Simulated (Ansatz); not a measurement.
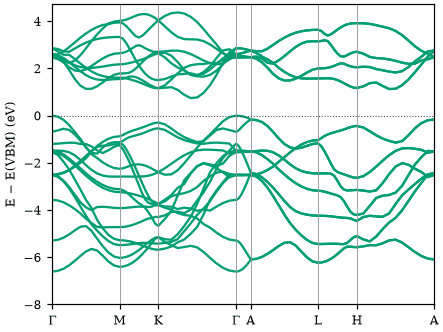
Figure: Band structure from the program Ansatz at the PBE+D3(BJ) level (PAW)

Read off the gap and where the band edges lie.

About 0.7 eV (0.73 eV by a search for the band edges); maximum at Γ, minimum on the K–Γ line, 45 % of the way from K.

The material is MoSe2 in space group P6_3/mmc (No. 194; Mo on 2c, Se on 4f).

The PBE+D3(BJ) relaxation kept the symmetry of its start. No spin polarisation was allowed. Scalar-relativistic: spin–orbit coupling is off unless named, which matters more the heavier the elements.

Potentials: the earlier of the program's two PAW sets.
